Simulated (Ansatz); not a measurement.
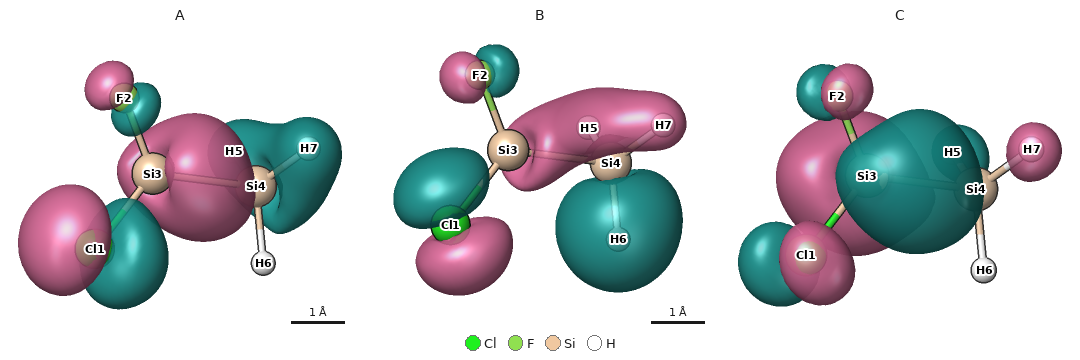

ClFH$_{3}$Si$_{2}$ (SMILES F[Si+]([SiH3])Cl) (charge +1). Three frontier orbitals at ±0.1 Å⁻³ᐟ² (teal and pink are the two phases), in no order.

Geometry: B3LYP-D3(BJ)/6-311G**.

The calculation used Ansatz 0.2.0, isolated molecule in a Gaussian basis; Kohn-Sham density functional theory, functional PBE0.

Input

```
crystal:
  periodic: [false, false, false]
  atoms:
    - symbol: Cl
      position_ang: [-0.899002, 2.055825, 1.091729]
    - symbol: F
      position_ang: [-1.946353, 2.969409, -1.525350]
    - symbol: Si
      position_ang: [-1.145615, 1.789726, -0.852715]
    - symbol: Si
      position_ang: [-0.382873, -0.051890, -2.194392]
    - symbol: H
      position_ang: [-1.658788, -0.564864, -2.727109]
    - symbol: H
      position_ang: [0.295384, -0.892526, -1.194016]
    - symbol: H
      position_ang: [0.483237, 0.641750, -3.165780]
basis:
  gaussian:
    orbitals: def2-TZVPD
total_charge: 1
hamiltonian:
  xc: pbe0
output: {forces: true, orbitals: {seedname: orbitals}}
```

Launched as:

```sh
ansatz run input.yaml --threads 2 --pin off --max-ram 4350MiB --events-out events.jsonl --progress --plain --runs-dir runs
```

Q: Which picture is the HOMO−1, the HOMO and the LUMO?

A: B is the HOMO−1 (−15.66 eV). It lies mainly on Si4 (about 30 %), H6 (about 30 %), Cl1 (about 20 %) and Si3 (about 10 %). A is the HOMO (−15.00 eV). It lies mainly on Cl1 (about 35 %), Si3 (about 25 %) and Si4 (about 25 %). C is the LUMO (−8.41 eV). It lies mainly on Si3 (about 65 %), Cl1 (about 15 %) and F2 (about 5 %).

Q: What is the HOMO–LUMO gap?

A: 6.59 eV between the orbital energies.
